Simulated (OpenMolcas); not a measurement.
# BMK/cc-pCVDZ (Cholesky decomposition) run of NO2F (nitryl fluoride)

What is the vertical ionisation energy of NO2F (nitryl fluoride) at BMK/cc-pCVDZ (Cholesky decomposition)? 

Program for the calculation: OpenMolcas 26.06.

## 1. The system as given

The species is NO2F (4 atoms), meant as a singlet with charge 0. As SMILES, `O=[N+]([O-])F`. The shape is that of a PBE0-D4/def2-TZVP optimisation.

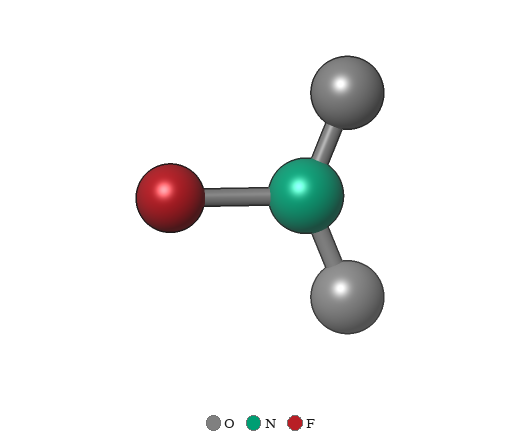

Viewed from a chosen angle; oxygen grey, nitrogen teal, fluorine red.

## 2. A single-point energy at BMK/cc-pCVDZ (Cholesky decomposition)

Input file job.input:

```
&GATEWAY
 BasLib=$CurrDir
 Coord
 4
 angstrom
 O        0.188290       0.469930       1.120250
 N        0.079720      -0.071800       0.089140
 O        0.476580      -1.068680      -0.376880
 F       -0.744590       0.670550      -0.832510
 Basis=cc-pCVDZ
 Group=NoSym

&SEWARD
 Low

&SCF
 KSDFT=2
 1.0 HYB_MGGA_X_BMK
 1.0 GGA_C_BMK
 PrOrbitals=1 1
```

The basis set cc-pCVDZ is read from a file made from the Basis Set Exchange's data (not shown).

Started as:

```sh
$ export MOLCAS_MEM=1860
$ pymolcas job.input > job.log
```

Log:

```text
--- Start Module: gateway ---

                                              &GATEWAY

                       available to each process: 1.9 GB of memory, 1 thread

 Basis Set     1 Label: O.CC-PCVDZ
 Basis set is read from library:.
 basistype.tbl is not found

 Basis Set     2 Label: N.CC-PCVDZ
 Basis set is read from library:.
 basistype.tbl is not found

 Basis Set     3 Label: O.CC-PCVDZ
 Basis set is read from library:.
 basistype.tbl is not found

 Basis Set     4 Label: F.CC-PCVDZ
 Basis set is read from library:.
 basistype.tbl is not found

++    Symmetry information:
      ---------------------

                    Character Table for C1

                             E
                    a        1  x, y, xy, Rz, z, xz, Ry, yz, Rx, I
--

++    Basis set information:
      ----------------------

      Basis set label: O.CC-PCVDZ.........

      Electronic valence basis set:
      ------------------
      Associated Effective Charge   8.000000 au
      Associated Actual Charge      8.000000 au
      Nuclear Model: Point charge

      Shell  nPrim  nBasis  Cartesian Spherical Contaminant
         s      10       4        X
         p       5       3        X
         d       1       1                 X

      Basis set label: N.CC-PCVDZ.........

      Electronic valence basis set:
      ------------------
      Associated Effective Charge   7.000000 au
      Associated Actual Charge      7.000000 au
      Nuclear Model: Point charge

      Shell  nPrim  nBasis  Cartesian Spherical Contaminant
         s      10       4        X
         p       5       3        X
         d       1       1                 X

      Basis set label: O.CC-PCVDZ.........

      Electronic valence basis set:
      ------------------
      Associated Effective Charge   8.000000 au
      Associated Actual Charge      8.000000 au
      Nuclear Model: Point charge

      Shell  nPrim  nBasis  Cartesian Spherical Contaminant
         s      10       4        X
         p       5       3        X
         d       1       1                 X

      Basis set label: F.CC-PCVDZ.........

      Electronic valence basis set:
      ------------------
      Associated Effective Charge   9.000000 au
      Associated Actual Charge      9.000000 au
      Nuclear Model: Point charge

      Shell  nPrim  nBasis  Cartesian Spherical Contaminant
         s      10       4        X
         p       5       3        X
         d       1       1                 X
--

++    Molecular structure info:
      -------------------------

                    ************************************************
                    **** Cartesian Coordinates / bohr, angstrom ****
                    ************************************************

     Center  Label                x              y              z                     x              y              z
        1      O1               0.355817       0.888039       2.116966              0.188290       0.469930       1.120250
        2      N2               0.150649      -0.135682       0.168450              0.079720      -0.071800       0.089140
        3      O3               0.900606      -2.019513      -0.712200              0.476580      -1.068680      -0.376880
        4      F4              -1.407071       1.267156      -1.573216             -0.744590       0.670550      -0.832510

                    ***************************************
                    *    InterNuclear Distances / bohr    *
                    ***************************************

               1 O1            2 N2            3 O3            4 F4
    1 O1       0.000000
    2 N2       2.210613        0.000000
    3 O3       4.093266        2.210610        0.000000
    4 F4       4.107182        2.725408        4.107178        0.000000

                    *******************************************
                    *    InterNuclear Distances / angstrom    *
                    *******************************************

               1 O1            2 N2            3 O3            4 F4
    1 O1       0.000000
    2 N2       1.169806        0.000000
    3 O3       2.166063        1.169804        0.000000
    4 F4       2.173427        1.442224        2.173425        0.000000

                    **************************************
                    *    Valence Bond Angles / degree    *
                    **************************************
                          Atom centers                 Phi
                      1 O1       2 N2       3 O3       135.59
                      1 O1       2 N2       4 F4       112.21
                      3 O3       2 N2       4 F4       112.21
--

            Nuclear Potential Energy            124.47650623 au

--- Stop Module: gateway /rc=_RC_ALL_IS_WELL_ ---

--- Start Module: seward ---

                                              &SEWARD

                       available to each process: 1.9 GB of memory, 1 thread

               SEWARD will generate:
                  Multipole Moment integrals up to order  2
                  Kinetic Energy integrals
                  Nuclear Attraction integrals (point charge)
                  One-Electron Hamiltonian integrals
                  Velocity integrals
                  Orbital angular momentum around ( -0.0696   0.0627  -0.0779 )
                  Velocity quadrupole around ( -0.0696   0.0627  -0.0779 )
                  Cholesky decomposed two-electron repulsion integrals
                   - CD Threshold:   1.00E-04

                   Integrals are discarded if absolute value <: 1.00E-40
                   Integral cutoff threshold is set to       <: 1.00E-40

            Nuclear Potential Energy            124.47650623 au

      Basis set specifications :
      Symmetry species         a
      Basis functions           72

--- Stop Module: seward /rc=_RC_ALL_IS_WELL_ ---
--- Module seward spent 1 second ---

--- Start Module: scf ---

                                                &SCF

                       available to each process: 1.9 GB of memory, 1 thread

++    Input section:
      --------------

      Header of the integral files:

      Cartesian coordinates in angstrom:
      -----------------------------------------------------
      No.  Label        X            Y            Z
      -----------------------------------------------------
       1   O1         0.18829000   0.46993000   1.12025000
       2   N2         0.07972000  -0.07180000   0.08914000
       3   O3         0.47658000  -1.06868000  -0.37688000
       4   F4        -0.74459000   0.67055000  -0.83251000
      -----------------------------------------------------
      Nuclear repulsion energy =  124.47650623
--

++    Orbital specifications:
      -----------------------

      Symmetry species               1
                                     a
      Frozen orbitals                0
      Occupied orbitals             16
      Secondary orbitals            56
      Deleted orbitals               0
      Total number of orbitals      72
      Number of basis functions     72
--

      Molecular charge                           0.000

      Numerical integration parameters
      --------------------------------
      Radial quadrature type:                         MHL
      Size of radial grid:                            75
      Lebedev angular grid:                           29
      Angular grid pruned with the crowding factor:  3.00E+00
                                 and fading factor:  6.00E+00
      Screening threshold for integral computation:   1.00E-11
      Radial quadrature accuracy:                     1.00E-25
      Maximum batch size:                             128
      AO values are stored on disk
      The same grid will be used for all iterations.

      DFT functional specifications
      -----------------------------
      Using Libxc version: 6.2.2
      Please cite the following reference:
      S. Lehtola, C. Steigemann, M. J.T. Oliveira, and M. A.L. Marques.,  SoftwareX 7, 1–5 (2018) doi:10.1016/j.softx.2017.11.002

      * Boese-Martin for kinetics
      * Boese-Martin correlation for kinetics

++    Optimization specifications:
      ----------------------------

      SCF Algorithm: LK-Cholesky
      LK screening threshold:                     4.50E-02
      Local-Exchange (LK) algorithm.
       - the density matrix is decomposed
      The actual AO density is used
      Number of density matrices in core                 5
      Maximum number of NDDO SCF iterations            400
      Maximum number of HF SCF iterations              400
      Threshold for SCF energy change             1.00E-09
      Threshold for density matrix                1.00E-04
      Threshold for Fock matrix                   1.50E-04
      Threshold for linear dependence             1.00E-09
      Threshold at which DIIS is turned on        1.50E-01
      Maximum depth in the DIIS procedure                5
      Maximum depth in the BFGS Hessian update          30
      Threshold at which QNR/C2DIIS is turned on  7.50E-02
      Threshold for Norm(delta) (QNR/C2DIIS)      1.00E-03
      All orbitals punched on: SCFORB
--

      Input vectors read from INPORB
      Orbital file label: *Guess orbitals

++ Convergence information
                                   [...]      iterations: Energy and convergence statistics

Iter     Tot. [...]      One-elec.       Two-elec.     Energy      Max Dij or  Max Fij      DNorm      TNorm      AccCon     Time
         Energy          Energy          Energy        Change      Delta Norm                                                in Sec.
   1  -303.940374211  -681.018985889   252.602105445   0.00E+00    7.89E-01*   2.80E-01*    8.00E+00   1.59E+02   None         0.
   2  -303.354471663  -690.722489750   262.891511854   5.86E-01*   8.64E-02*   1.95E-01*    1.11E+01   1.63E+02   EDIIS        0.
   3  -304.764201588  -687.601202917   258.360495096  -1.41E+00*   9.39E-02*   3.06E-02*    9.35E+00   1.61E+02   c2DIIS       0.
   4  -304.765596990  -685.657203088   256.415099866  -1.40E-03*   2.64E-02*   2.20E-02*    9.13E+00   1.60E+02   c2DIIS       0.
   5  -304.772127418  -686.492391608   257.243757957  -6.53E-03*   3.75E-02*   1.25E-02*    9.24E+00   1.61E+02   QNRc2DIIS    0.
   6  -304.770722222  -686.405707788   257.158479333   1.41E-03*   2.34E-02*   1.96E-02*    9.25E+00   1.61E+02   QNRc2DIIS    0.
   7  -304.772939994  -686.504909735   257.255463509  -2.22E-03*   9.67E-04    4.69E-04*    9.25E+00   1.61E+02   QNRc2DIIS    0.
   8  -304.772941607  -686.480183979   257.230736139  -1.61E-06*   4.43E-04    2.89E-04*    9.24E+00   1.61E+02   QNRc2DIIS    0.
   9  -304.772942018  -686.485200674   257.235752423  -4.11E-07*   1.58E-04    1.22E-04     9.25E+00   1.61E+02   QNRc2DIIS    0.
  10  -304.772942136  -686.487923716   257.238475346  -1.18E-07*   3.36E-05    1.50E-05     9.25E+00   1.61E+02   QNRc2DIIS    0.
  11  -304.772942139  -686.487265764   257.237817392  -2.37E-09*   1.14E-05    4.17E-06     9.25E+00   1.61E+02   QNRc2DIIS    0.
  12  -304.772942139  -686.487312005   257.237863633  -1.20E-10    6.23E-06    5.24E-06     9.25E+00   1.61E+02   QNRc2DIIS    0.

       Convergence after  12 Iterations
--

 *****************************************************************************************************************************
 *                                             SCF/KS-DFT Program, Final results                                             *
 *                                                       Final Results                                                       *
 *****************************************************************************************************************************

::    Total KS-DFT energy                            -304.7729421388
      One-electron energy                            -686.4873120051
      Two-electron energy                             257.2378636334
      Nuclear repulsion energy                        124.4765062329
      Kinetic energy (interpolated)                   303.6530339384
      Virial theorem                                    1.0036881179
      Total spin, S(S+1)                                0.0000000000
      Total spin, S                                     0.0000000000
      Max non-diagonal density matrix element           0.0000100290
      Max non-diagonal Fock matrix element              0.0000033663

      All orbitals with orbital energies smaller than  E(LUMO)+0.5 are printed

++    Molecular orbitals:
      -------------------

      Title: RKS-DFT orbitals

      Molecular orbitals for symmetry species 1: a

          Orbital            1         2         3         4         5         6         7         8         9        10
          Energy          -25.2009  -19.6530  -19.6530  -15.0354   -1.4637   -1.3084   -1.2651   -0.7839   -0.6972   -0.6925
          Occ. No.          2.0000    2.0000    2.0000    2.0000    2.0000    2.0000    2.0000    2.0000    2.0000    2.0000

          Orbital           11        12        13        14        15        16        17        18        19
          Energy           -0.6515   -0.5230   -0.5016   -0.4530   -0.4320   -0.4140   -0.0567    0.0214    0.2778
          Occ. No.          2.0000    2.0000    2.0000    2.0000    2.0000    2.0000    0.0000    0.0000    0.0000

--

++    Molecular charges:
      ------------------

      Mulliken charges per centre and basis function type
      ---------------------------------------------------

                O1      N2      O3      F4
      1s       3.8057  3.2357  3.8057  3.9475
      2px      1.5260  1.0709  1.4563  1.7403
      2pz      1.2239  0.9939  1.6286  1.7073
      2py      1.5588  1.0187  1.2239  1.7894
      3d2+     0.0016  0.0291  0.0077  0.0005
      3d1+     0.0061  0.0440  0.0025  0.0016
      3d0      0.0096  0.0444  0.0036  0.0006
      3d1-     0.0088  0.0554  0.0072  0.0015
      3d2-     0.0019  0.0332  0.0070  0.0011
      Total    8.1424  6.5252  8.1424  9.1900

      N-E     -0.1424  0.4748 -0.1424 -0.1900

      Total electronic charge=   32.000000

      Total            charge=   -0.000000
--

++    Molecular properties:
      ---------------------

      Charge (e):
                      =   -0.0000
      Dipole Moment (debye):
      Origin of the operator (angstrom)=   -0.0369    0.0332   -0.0412
                   X=  1.5361E-01               Y= -1.3835E-01               Z=  1.7173E-01           Total=  2.6875E-01
      Quadrupole Moment (debye*angstrom):
      Origin of the operator (angstrom)=   -0.0369    0.0332   -0.0412
                  XX= -1.9859E+01              XY=  1.1685E+00              XZ= -7.0030E-01              YY= -2.1430E+01
                  YZ= -8.3226E-01              ZZ= -2.1739E+01
      In traceless form (debye*angstrom)
                  XX=  1.7251E+00              XY=  1.7528E+00              XZ= -1.0504E+00              YY= -6.3132E-01
                  YZ= -1.2484E+00              ZZ= -1.0938E+00
--

--- Stop Module: scf /rc=_RC_ALL_IS_WELL_ ---
--- Module scf spent 4 seconds ---

.##################.
.# Happy landing! #.
.##################.

    Timing: Wall=5.27 User=4.60 System=0.66
```

It took 5.7 s on 1 thread of Arm Neoverse V1, shared host; peak memory 0.092 GiB.

(Part 1 of 2 ends here.)
